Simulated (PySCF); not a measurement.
Molecule: Al(Cl)(H)(iPr), SMILES C[CH](C)[AlH][Cl] (C3H8AlCl), singlet. Atoms near the plane z = 1.0 Å, at the PBE0/def2-SVP optimised geometry (x, y, z in Å): Al1 (-0.1, -1.1, 0.0), Cl2 (2.1, -1.1, 0.0), H3 (-0.8, -2.5, 0.0), C4 (-1.0, 0.6, 0.0), C6 (-0.8, 1.3, 1.4), H7 (-2.1, 0.4, -0.1), H11 (-1.2, 0.7, 2.2), H12 (-1.3, 2.3, 1.4), H13 (0.3, 1.5, 1.6).

Method: PBE0/def2-TZVP (PySCF). Cells within 0.4 Å of a nucleus heavier than hydrogen are left out (blank, or x). The values are rescaled to run from 0 to 1.

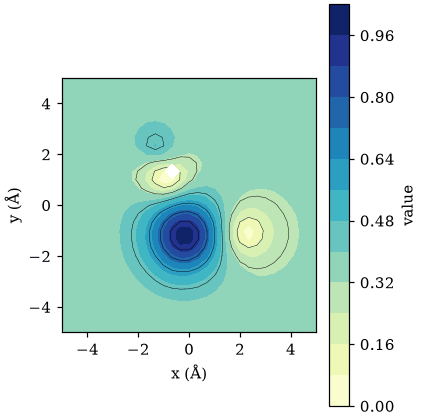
Figure: a field on the plane z = 1.0 Å.

### Question
Which quantity is mapped?
A) electrostatic potential
B) Laplacian of the electron density
C) an orbital amplitude
D) log10 of the electron density

### Answer
C, an orbital amplitude. In full: LUMO amplitude (bohr^(-3/2)).
